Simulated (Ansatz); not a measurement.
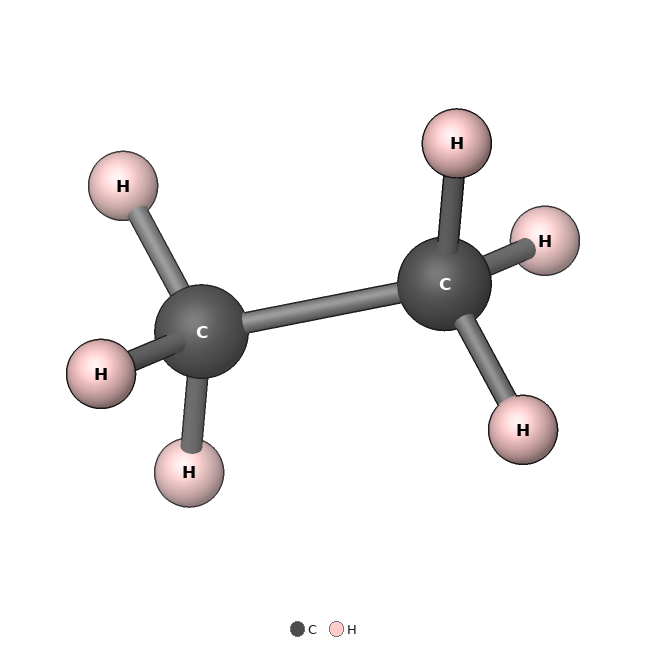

The picture shows a molecular structure as a ball-and-stick model. Every bond is drawn as one stick, whatever its order.

The computed structure is the end point of a PBE0-D4/def2-TZVP optimisation.

Describe the molecule.

It has 8 atoms: 2 carbon and 6 hydrogen (C₂H₆). This geometry has D3d symmetry. Coordination: 2 C tetrahedral.

More results for the same structure follow; atom numbers are the same in all pictures, views and colours differ.

**Electronic properties**

Properties computed with RKS BHLYP-D4/def2-TZVPP (Ansatz 0.2.0).

**Give the dispersion correction at this level.**

−7.1 kJ/mol.

**Vibrations**

Harmonic vibrations computed with RKS PBE0-D4/def2-TZVP (Ansatz 0.2.0) at a stationary point of the same level.

**How many vibrational modes are there, and where do they lie?**

18 modes: 310, 822, 822, 1025, 1217, 1217, 1398, 1417, 1495, 1495, 1497, 1497, 3049, 3050, 3105, 3106, 3131, 3131 cm⁻¹.

**Charges**

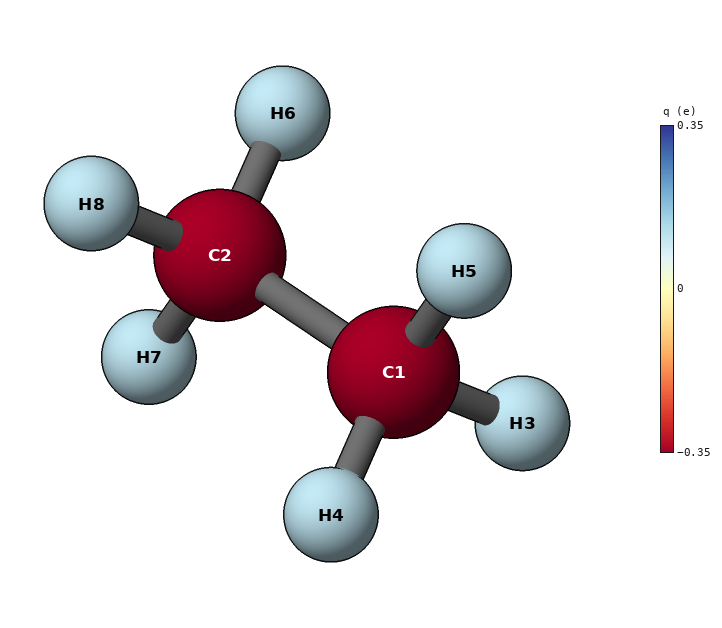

Atoms are coloured by their Mulliken charges. Method: RKS PBE0-D4/def2-TZVP (Ansatz 0.2.0).

List the Mulliken charges.

```json
{"atom": "C1", "value (e)": "−0.35"}
{"atom": "C2", "value (e)": "−0.35"}
{"atom": "H3", "value (e)": "0.12"}
{"atom": "H4", "value (e)": "0.12"}
{"atom": "H5", "value (e)": "0.12"}
{"atom": "H6", "value (e)": "0.12"}
{"atom": "H7", "value (e)": "0.12"}
{"atom": "H8", "value (e)": "0.12"}
```

Mulliken values depend strongly on the basis set and can even reverse the polarity of a bond.
